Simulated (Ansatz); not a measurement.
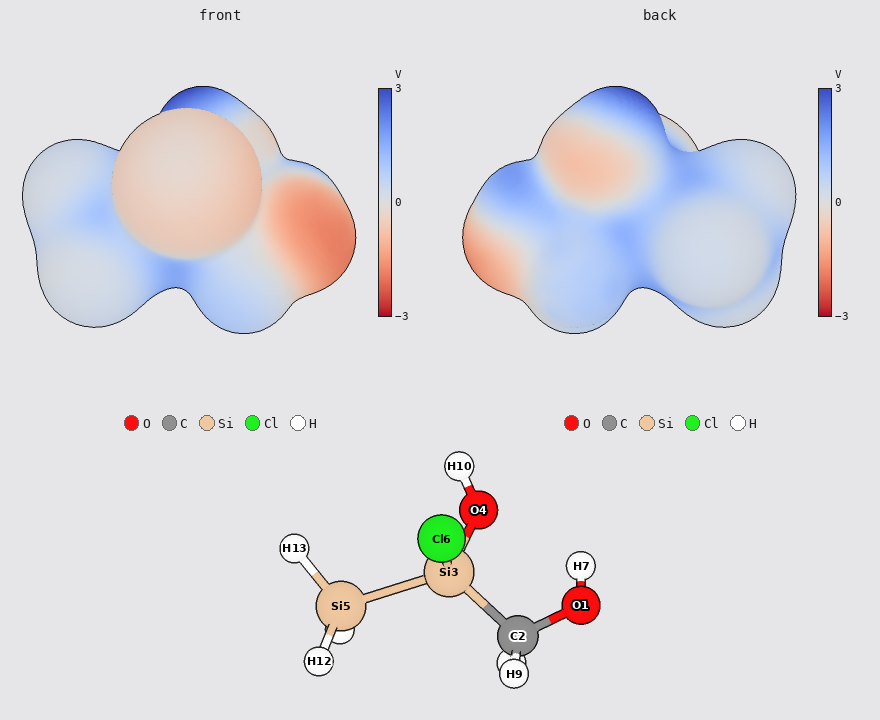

The picture shows: CH7ClO2Si2 (SMILES OC[Si](O)([SiH3])Cl). The electrostatic potential painted on the density surface at 0.002 e/bohr³, seen from the front and from behind; red is negative and blue positive. The bare structure is drawn below in the same view.

Computed with Ansatz, RKS BHLYP-D4/def2-SVP.

```tsv
atom	x (Å)	y (Å)	z (Å)
O	-2.1689	-1.4265	0.6306
C	-1.0023	-1.3190	-0.1397
Si	-0.2656	0.4020	0.0128
O	-0.4171	0.6745	1.6406
Si	1.9238	0.6821	-0.7674
Cl	-1.4196	1.7970	-1.0085
H	-1.9932	-1.0502	1.4924
H	-0.2430	-2.0645	0.1493
H	-1.2599	-1.5319	-1.1814
H	-0.3051	1.5512	1.9991
H	2.8526	-0.2456	-0.0772
H	1.9663	0.4183	-2.2250
H	2.3525	2.0778	-0.5106
```

### Where is the surface potential most negative and most positive?

The most negative region (about −1.8 V) lies over O1, the most positive (about +2.9 V) over H10. O1 is the likeliest acceptor of a hydrogen bond.
